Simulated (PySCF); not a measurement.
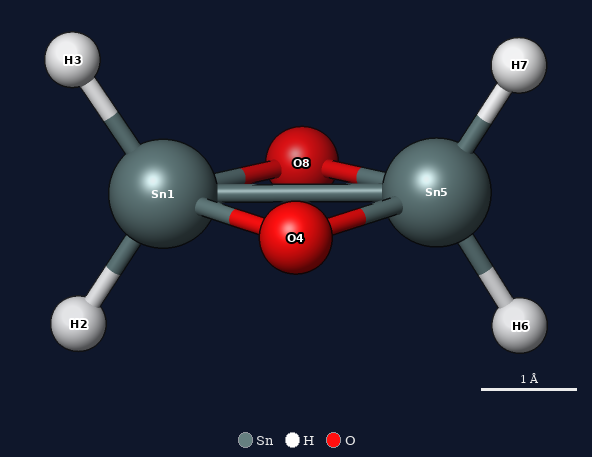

*The starting structure (ball-and-stick view, seen at a tilt; atoms are numbered from 1 in the order of the input). Sticks mark near contacts.*

Bond lengths as drawn: H–Sn 1.66 to 1.73 Å, O–Sn 1.96 to 2.01 Å and Sn–Sn 2.88 Å.

## Geometry relaxation of Sn2H4O2

- system: Sn2H4O2 (cyclo-(H2SnO)2)
- method: PBE0-D3(BJ)/def2-SVP geometry optimisation, gas phase (PySCF 2.14.0)

It belongs to a series of runs on one base structure; here: H, n=2.

Input
```
{"job": {"xc": "PBE0", "basis": "def2-SVP", "d3": "d3bj", "grid": 1, "maxiter": 30, "shake": 0.03, "kind": "geom"}, "charge": 0, "multiplicity": 1}
Sn    -0.379340     0.452380    -1.296800
H     -0.042640     2.059340    -1.790460
H     -1.426000    -0.413110    -2.360610
O      1.204820    -0.465210    -0.574060
Sn     0.431480    -0.548730     1.278100
H      1.354420     0.420380     2.327280
H      0.054850    -2.079280     1.783910
O     -1.059360     0.488570     0.548940
```

The first line tells a small driver script what to run in PySCF; the rest is the geometry in Å.

Machine: 1 CPU thread, shared host.

Run as:
```bash
OMP_NUM_THREADS=1 python <driver script> task.json out
```

What the program printed
```
step   0  E = -581.15618906  max force = 0.031924
step   1  E = -581.16075649  max force = 0.009228
step   2  E = -581.16140127  max force = 0.004400
step   3  E = -581.16164002  max force = 0.001442
step   4  E = -581.16166959  max force = 0.000559
step   5  E = -581.16167984  max force = 0.000371
optimisation converged
```

Trajectory as extended XYZ (Å, eV, eV/Å), 6 frames, from step=0 to step=5
```
8
Properties=species:S:1:pos:R:3:forces:R:3 step=0 energy=-15814.06540
Sn   -0.3793    0.4524   -1.2968   -0.6060   0.9022  -1.6416
H    -0.0426    2.0593   -1.7905    0.0480  -0.0365  -0.1270
H    -1.4260   -0.4131   -2.3606    0.1965  -0.0323   0.0767
O     1.2048   -0.4652   -0.5741    0.4437  -0.5456   0.0636
Sn    0.4315   -0.5487    1.2781    1.1044   0.2908   0.7229
H     1.3544    0.4204    2.3273    0.1105  -0.0095   0.1905
H     0.0549   -2.0793    1.7839   -0.2075  -0.8003   0.2465
O    -1.0594    0.4886    0.5489   -1.0896   0.2311   0.4684
8
Properties=species:S:1:pos:R:3:forces:R:3 step=1 energy=-15814.18968
Sn   -0.4052    0.4883   -1.3412    0.0332   0.2051   0.4745
H    -0.0515    2.0834   -1.8645    0.0402  -0.0613  -0.0522
H    -1.4142   -0.4017   -2.3959    0.0538  -0.1003  -0.0391
O     1.1967   -0.4718   -0.5760   -0.3272  -0.0468   0.0917
Sn    0.4537   -0.5439    1.3115   -0.0104   0.1142  -0.2561
H     1.3970    0.4087    2.3852   -0.0407  -0.1092   0.0112
H     0.0637   -2.1488    1.8343    0.0515   0.2585  -0.0736
O    -1.1021    0.5002    0.5630    0.1996  -0.2602  -0.1564
8
Properties=species:S:1:pos:R:3:forces:R:3 step=2 energy=-15814.20723
Sn   -0.4106    0.4959   -1.3328   -0.0592   0.1435   0.2262
H    -0.0444    2.0816   -1.8668    0.0285  -0.0195  -0.0457
H    -1.4030   -0.4134   -2.3918    0.0559  -0.0478  -0.0146
O     1.1795   -0.4727   -0.5748   -0.0956  -0.0694  -0.0150
Sn    0.4550   -0.5369    1.3068    0.0335   0.0925  -0.0974
H     1.3986    0.3946    2.3899   -0.0014  -0.0345   0.0355
H     0.0668   -2.1268    1.8218   -0.0004   0.0490  -0.0025
O    -1.1036    0.4923    0.5640    0.0386  -0.1139  -0.0865
8
Properties=species:S:1:pos:R:3:forces:R:3 step=3 energy=-15814.21373
Sn   -0.4204    0.5075   -1.3242   -0.0560   0.0741   0.0093
H    -0.0384    2.0831   -1.8768    0.0058  -0.0067  -0.0119
H    -1.3857   -0.4231   -2.3897    0.0188  -0.0123  -0.0127
O     1.1620   -0.4768   -0.5799    0.0404  -0.0462  -0.0211
Sn    0.4581   -0.5293    1.3032    0.0631   0.0135   0.0086
H     1.4051    0.3825    2.4008   -0.0062  -0.0003   0.0043
H     0.0671   -2.1129    1.8173   -0.0171  -0.0291   0.0261
O    -1.1096    0.4834    0.5657   -0.0489   0.0069  -0.0026
8
Properties=species:S:1:pos:R:3:forces:R:3 step=4 energy=-15814.21453
Sn   -0.4240    0.5121   -1.3221   -0.0288   0.0116  -0.0037
H    -0.0374    2.0842   -1.8799    0.0022   0.0041  -0.0018
H    -1.3800   -0.4238   -2.3927    0.0122   0.0025  -0.0025
O     1.1586   -0.4799   -0.5827    0.0180  -0.0134  -0.0038
Sn    0.4603   -0.5284    1.3028    0.0265  -0.0222  -0.0111
H     1.4070    0.3803    2.4020    0.0009   0.0129   0.0041
H     0.0663   -2.1116    1.8217   -0.0098  -0.0093   0.0169
O    -1.1127    0.4814    0.5674   -0.0212   0.0138   0.0018
8
Properties=species:S:1:pos:R:3:forces:R:3 step=5 energy=-15814.21481
Sn   -0.4260    0.5139   -1.3211   -0.0025  -0.0016   0.0014
H    -0.0367    2.0856   -1.8797   -0.0003   0.0004   0.0054
H    -1.3763   -0.4223   -2.3955    0.0008   0.0007  -0.0051
O     1.1569   -0.4832   -0.5849   -0.0014   0.0022   0.0037
Sn    0.4617   -0.5300    1.3018    0.0071  -0.0191  -0.0083
H     1.4082    0.3820    2.4000   -0.0033   0.0052  -0.0051
H     0.0649   -2.1117    1.8273   -0.0024   0.0058   0.0077
O    -1.1143    0.4799    0.5683    0.0020   0.0065   0.0003
```

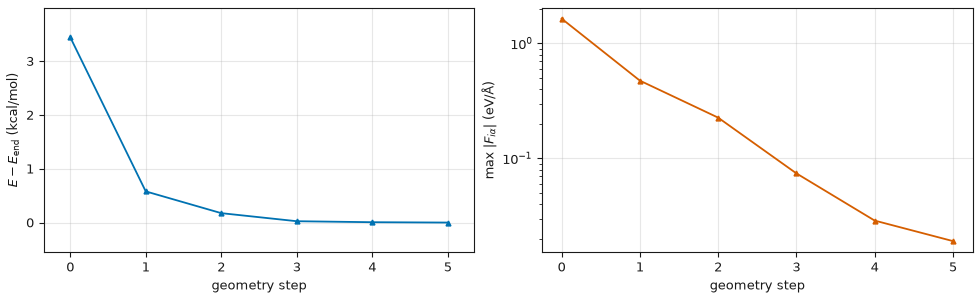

*Progress of the relaxation, step by step (steps are counted from 0).*

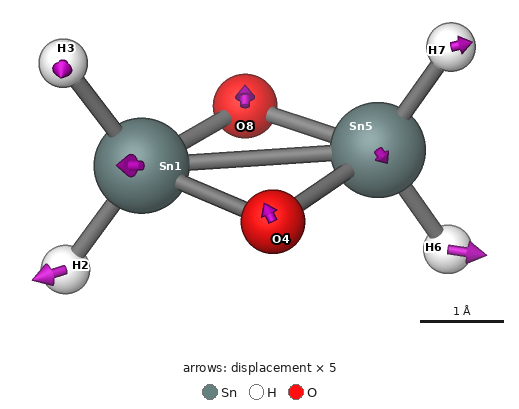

*The starting structure with the displacements as pink arrows, magnified 5 times (ball-and-stick view, seen at a tilt). The two geometries are laid on each other by the best rigid fit.*

H6 moves most after the best rigid fit: 0.098 Å. Largest moves by element: H 0.098 Å, Sn 0.082 Å, O 0.060 Å. Among the contacts that change: Sn1–Sn5 2.879 → 2.959 Å, Sn5–H7 1.655 → 1.713 Å, Sn5–O8 1.957 → 2.010 Å, Sn1–O4 1.968 → 2.010 Å. Among the angles that change: H3–Sn1–O4 118.7° → 113.3°, H2–Sn1–O8 108.7° → 113.6°, O4–Sn5–H6 109.6° → 113.5°. The energy falls by 3.45 kcal/mol in 5 geometry steps. Largest force component: 1.6 eV/Å at the start, 0.019 eV/Å at the end. (Atoms are counted from 1 in the order of the input.)

Key numbers

| quantity | value |
| --- | --- |
| outcome | converged |
| total energy | −581.161680 hartree |
| dipole moment | 0.01 D |
| point group | D2h |
| wall time | 37 s |
| peak memory | 0.41 GiB |
